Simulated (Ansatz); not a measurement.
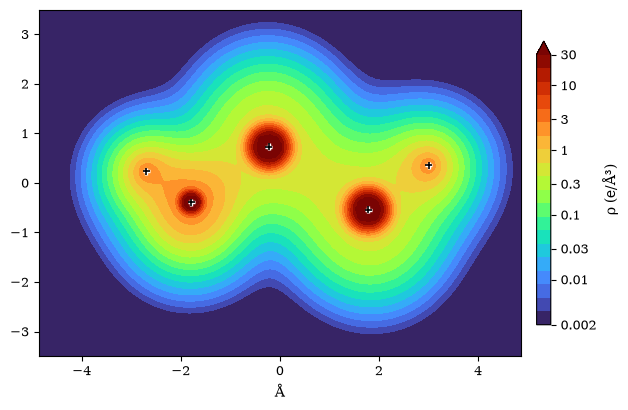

The total electron density on a plane through atoms (crosses mark nuclei in the plane).

These are results of Ansatz 0.2.0, RKS PBE/6-31G, not measurements.

Candidates:
A. AlClH2O
B. CH8Si2

Which candidate gave the map?

Candidate B: CH8Si2 on the plane of atoms Si1, C2 and H5, which holds Si, C and H. C–Si (1.93 Å): the density is about 0.77 e/Å³ at the midpoint. Si–Si (2.37 Å): ρ is about 0.51 e/Å³ halfway.
